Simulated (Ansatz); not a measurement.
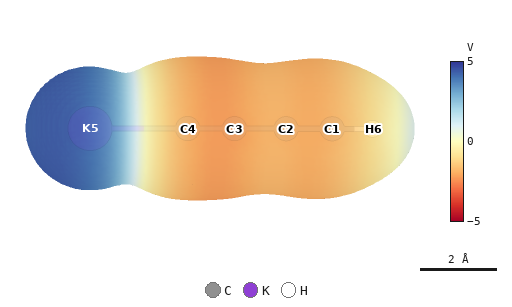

Figure. C₄HK. The electrostatic potential painted on the density surface at 0.002 e/bohr³, seen across its widest extent; the colour scale runs from red (negative) to blue (positive).

Geometry: B3LYP-D3(BJ)/def2-SVP.

These are results of isolated molecule in a Gaussian basis; Kohn-Sham density functional theory, functional PBE0 (Ansatz), not measurements.

```yaml
atoms:
  - { symbol: C, position_ang: [0.0000, 0.0000, -2.1696] }
  - { symbol: C, position_ang: [0.0000, 0.0000, -0.9469] }
  - { symbol: C, position_ang: [0.0000, 0.0000, 0.4253] }
  - { symbol: C, position_ang: [0.0000, 0.0000, 1.6697] }
  - { symbol: K, position_ang: [0.0000, 0.0000, 4.2631] }
  - { symbol: H, position_ang: [0.0000, 0.0000, -3.2415] }
```

Q: Describe the electrostatic potential map.

A: The most negative region (about −2.3 V) lies over C3 and C4, the most positive (about +4.4 V) over K5.

Q: What dipole moment does the calculation give?

A: Its dipole moment is 11.22 D.
